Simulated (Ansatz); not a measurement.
```yaml
crystal:
  lattice:
    - [2.97224, 0.00000, 0.00000]
    - [0.00000, 2.97224, 0.00000]
    - [0.00000, 0.00000, 18.90984]
  atoms:
    - { symbol: Si, position: [0.00000, 0.00000, 0.41350] }
    - { symbol: Si, position: [0.50000, 0.50000, 0.91350] }
    - { symbol: Si, position: [0.00000, 0.00000, 0.00000] }
    - { symbol: Si, position: [0.50000, 0.50000, 0.50000] }
    - { symbol: Si, position: [0.50000, 0.50000, 0.08650] }
    - { symbol: Si, position: [0.00000, 0.00000, 0.58650] }
    - { symbol: Ge, position: [0.50000, 0.50000, 0.31119] }
    - { symbol: Ge, position: [0.00000, 0.00000, 0.81119] }
    - { symbol: Ge, position: [0.00000, 0.00000, 0.18881] }
    - { symbol: Ge, position: [0.50000, 0.50000, 0.68881] }
```

Space group I4/mmm; a structure generated by program, which may or may not match a known phase.

These are results of Ansatz 0.2.0, DFT PBE, scalar-relativistic, plane waves, PAW, not measurements.

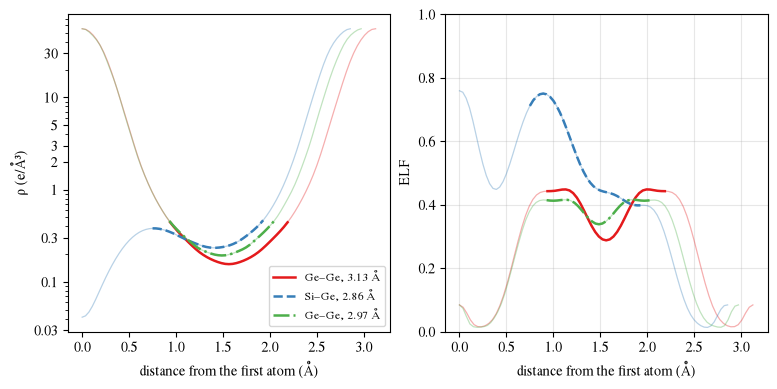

Si₃Ge₂. Valence electron density and ELF along straight lines between neighbouring atoms. Thin, pale parts lie inside the atomic spheres.

The density is the valence pseudo-density of a PAW calculation; it isn't the true density close to the nuclei.

Q: What can be read from the curves?

A: Ge–Ge (3.13 Å): the density is about 0.16 e/Å³ at the midpoint; the ELF is about 0.30 at the midpoint (no shared electron pair shows on this line).
Si–Ge (2.86 Å): ρ is about 0.23 e/Å³ halfway; the ELF peaks at about 0.75 in the valence shell of Si, 0.9 Å from its nucleus, and is about 0.45 at the midpoint.
Ge–Ge (2.97 Å): ρ at the midpoint is about 0.19 e/Å³; the ELF is about 0.35 at the midpoint.
